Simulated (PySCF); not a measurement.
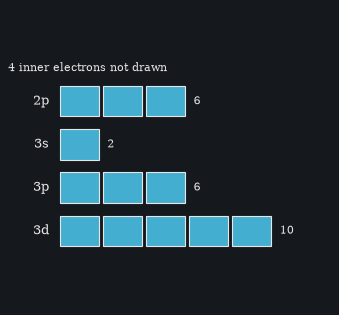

**Figure 1.** The outer shells of the nominal configuration: a box for each of the 2l + 1 orbitals, shaded by the share of the shell that is filled, with the electron count at the right.

## Zn²⁺: atomic calculation

System: Zn²⁺, configuration 1s2 2s2 2p6 3s2 3p6 3d10, multiplicity 1.
Method: unrestricted HF, cc-pVDZ-DK, spin-free X2C-1e, Gaussian nucleus (PySCF).

### The input
```python
from pyscf import gto, scf, dft, mp, cc
import basis_set_exchange as bse
mol = gto.M(atom="Zn 0 0 0", charge=2, spin=0, symmetry="D2h",
            basis=gto.basis.parse(bse.get_basis("cc-pVDZ-DK", elements=["Zn"], fmt="nwchem", header=False)),
            nucmod="G")
mf = scf.UHF(mol).sfx2c1e()
mf.irrep_nelec = {'Ag': (5, 5), 'B1g': (1, 1), 'B2g': (1, 1), 'B3g': (1, 1), 'B1u': (2, 2), 'B2u': (2, 2), 'B3u': (2, 2)}
mf.kernel()
```

The script is an equivalent of what the driver set up; the driver started from orbitals of its own, so the log can be shorter than this script's would be, and it computed the properties (radii, ⟨L²⟩, response) afterwards. It held the occupations shell by shell, which the script's counts by irreducible representation don't always enforce.

The run was one of a batch that the task file lists, launched with:
```bash
OMP_NUM_THREADS=1 python <driver script> TASK.json OUT
```

### Log (extracts)
```
damping factor = 0
level_shift factor = 0
DIIS = <class 'pyscf.scf.diis.CDIIS'>
diis_start_cycle = 1
diis_space = 10
diis_damp = 0
SCF conv_tol = 1e-09
SCF conv_tol_grad = None
number electrons alpha = 14  beta = 14
cycle= 1 E= -1793.36092164587  delta_E= -1.77e-11  |g|= 2.2e-06  |ddm|= 1.7e-05
converged SCF energy = -1793.36092164587  <S^2> = 0  2S+1 = 1
```

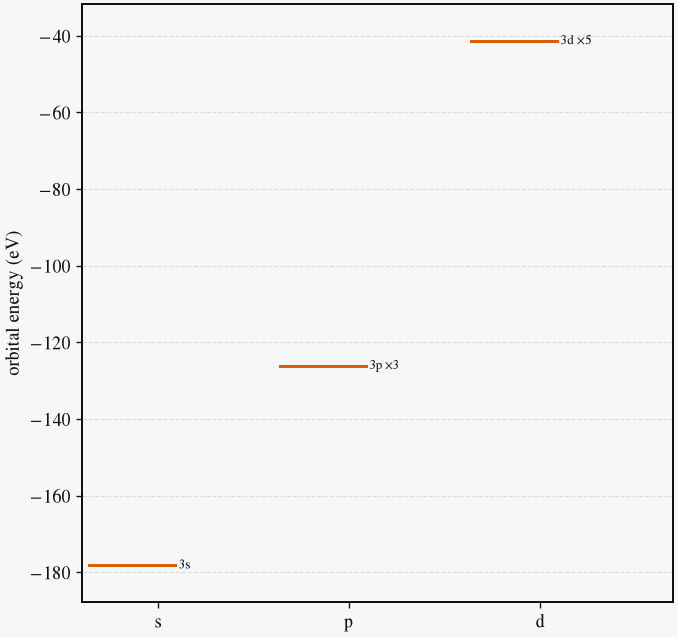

**Figure 2.** Orbital energies of the mean field, from the top down to −178.2 eV, by angular momentum; ×n counts the orbitals under one label. The highest filled orbital is 3d at −41.4 eV, the lowest empty one s at −16.8 eV.

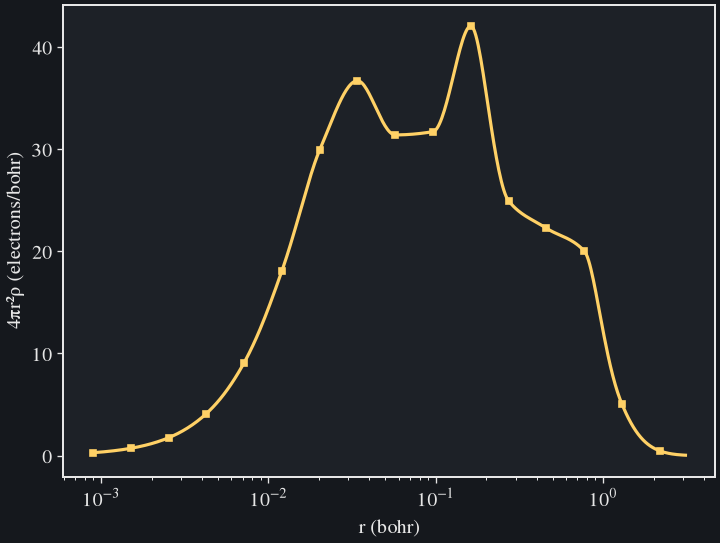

**Figure 3.** Spherically averaged radial density 4πr²ρ of the mean field; markers are the stored points, which are sparse, and the line is a monotone interpolation between them. The largest stored value is 42.0 electrons/bohr at r = 0.16 bohr. Root-mean-square radii of the shells: 1s 0.0580, 2p 0.219, 2s 0.244, 3s 0.732, 3p 0.776, 3d 0.983 bohr.

### Results in brief

- outcome: converged
- total energy: −1793.3609 hartree
- SCF iterations: 1
- hardware: 1 thread of Arm Neoverse V2, 23 GiB of memory available, shared host
